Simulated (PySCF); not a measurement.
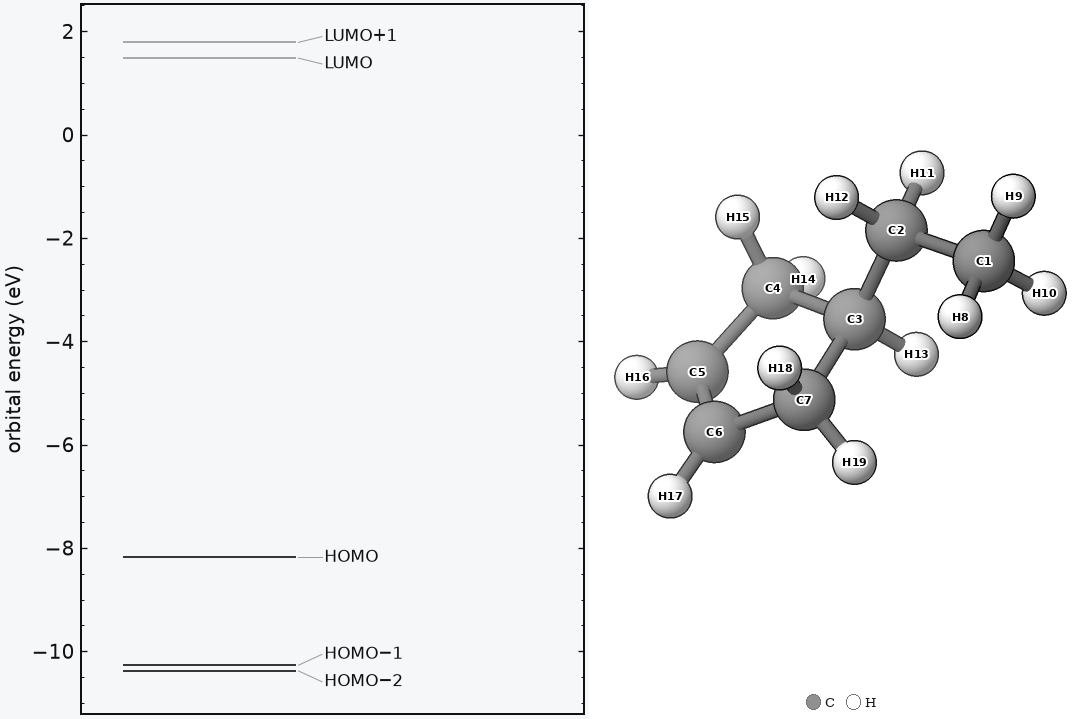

C₇H₁₂, SMILES CCC1CC=CC1. Kohn-Sham orbital energies near the frontier, CAM-B3LYP/def2-SVPD in PySCF 2.14.0, at a GFN2-xTB geometry (no frequency check), isolated molecule; empty levels in grey, levels within 0.03 eV side by side.

Q: Where do the frontier orbitals lie?

A: HOMO at −8.19 eV, LUMO at 1.48 eV, 9.67 eV apart.

Q: List the levels with the atoms that carry most of them (a dash for levels above zero or within 0.03 eV of another, where shares mean little).

A:
| orbital | energy (eV) | Löwdin shares |
| --- | --- | --- |
| LUMO+1 | 1.79 | – |
| LUMO | 1.48 | – |
| HOMO | −8.19 | C6/C5 31 % each, C4/C7 9 % each |
| HOMO−1 | −10.27 | C3 18 %, C4/C7 15 % each, C2 14 % |
| HOMO−2 | −10.38 | C2 23 %, C3 22 %, C1 12 % |

Note: the tight-binding geometry is rougher than a DFT one and adds to the error; one conformer of a flexible molecule; empty levels above zero depend strongly on the basis.
